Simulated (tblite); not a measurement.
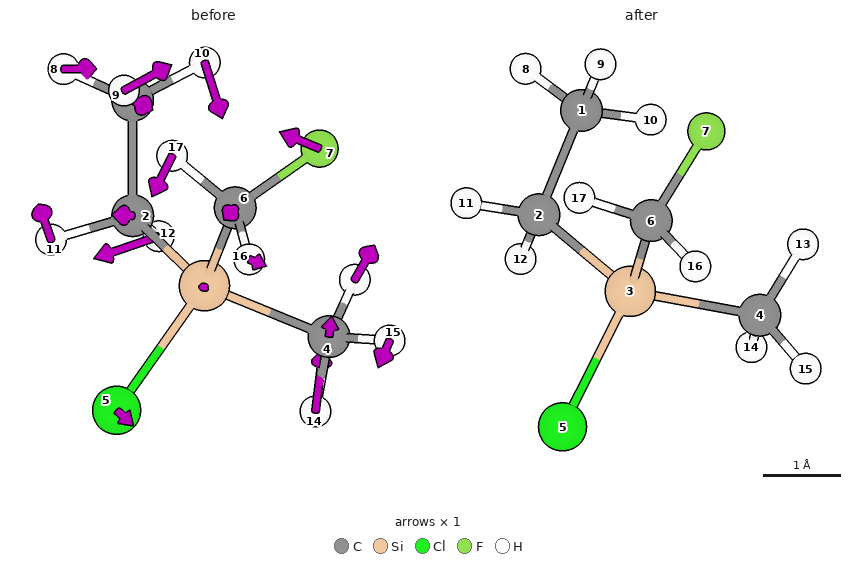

The structure of C4H10ClFSi before (left) and after (right) a relaxation, at one scale. The purple arrows give the displacements, at their true length.

The picture is a ball-and-stick view, seen from a free direction.

Method: tblite 0.8.0, GFN2-xTB geometry optimisation, gas phase. 

### What changed between the two?

The largest moves after the best rigid fit, 1.03 Å, are those of H10 and H14. By element the largest moves are H 1.03 Å, F 0.67 Å, C 0.50 Å, Cl 0.33 Å, Si 0.11 Å. Among the contacts that change: Si3–C6 1.853 → 1.931 Å, C2–Si3 1.841 → 1.909 Å, Si3–Cl5 2.094 → 2.041 Å, C4–H13 1.129 → 1.086 Å. Among the angles between lasting bonds that change: C2–C1–H9 105.4° → 110.8°, H8–C1–H10 113.6° → 108.2°, H14–C4–H15 112.8° → 107.5°. Groups turn about C2–Si3 by about 45°, Si3–C4 by about 40°. The energy falls by 51.1 kJ/mol in 174 geometry steps. Cost: 1.3 s on 1 thread of Arm Neoverse V1, on a shared host.
